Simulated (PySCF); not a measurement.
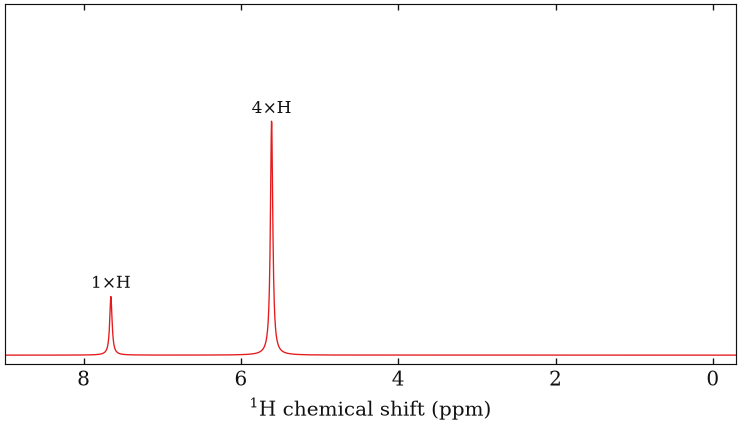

GIAO shifts, PBE0/pcSseg-1 in PySCF 2.14.0, at a PBE0-D3(BJ)/def2-SVP geometry (no frequency check), against TMS for ¹H computed at the same level. Gas phase, fully decoupled, line heights follow the number of nuclei, widths are arbitrary (no quadrupolar broadening); values of one conformer, averaged over methyl-type rotors and exact or near symmetry. Protons on N, O or S are those of the isolated molecule, without hydrogen bonds to neighbours or exchange.

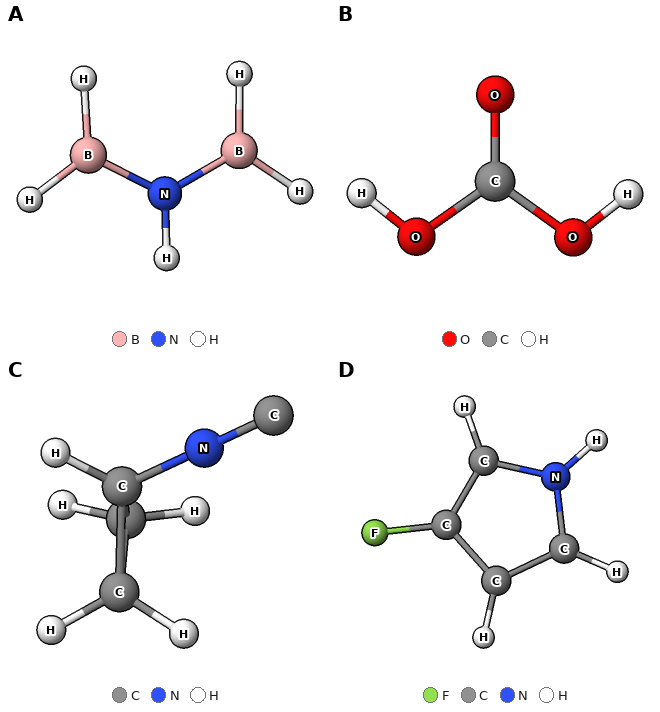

**Which molecule was computed? The candidates are drawn in the second picture.**

Structure A, B₂NH₅, SMILES BNB. Its ¹H signals: 7.65 (1 H), 5.61 (4 H) ppm.
